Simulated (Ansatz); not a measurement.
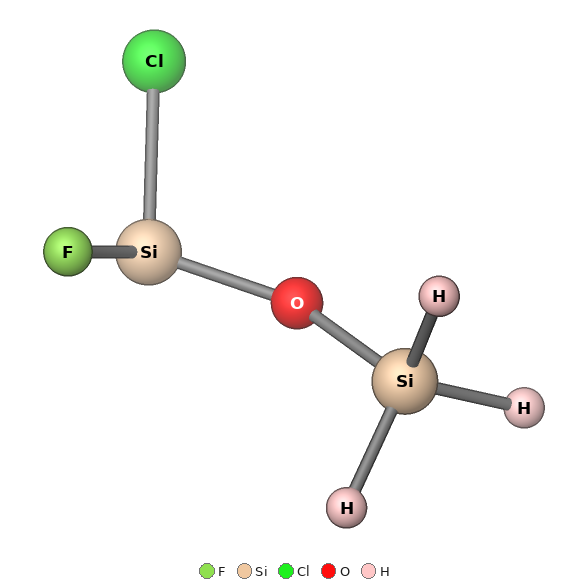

Distant atoms are faded towards the background colour. State: neutral, doublet. The geometry was computed by an optimisation with PBE0-D4/def2-TZVP.

### Which symmetry elements does this geometry have?

It has no symmetry element but the identity, so the point group is C1. The group has 1 operation. The geometry is chiral, and symmetry allows a dipole moment.
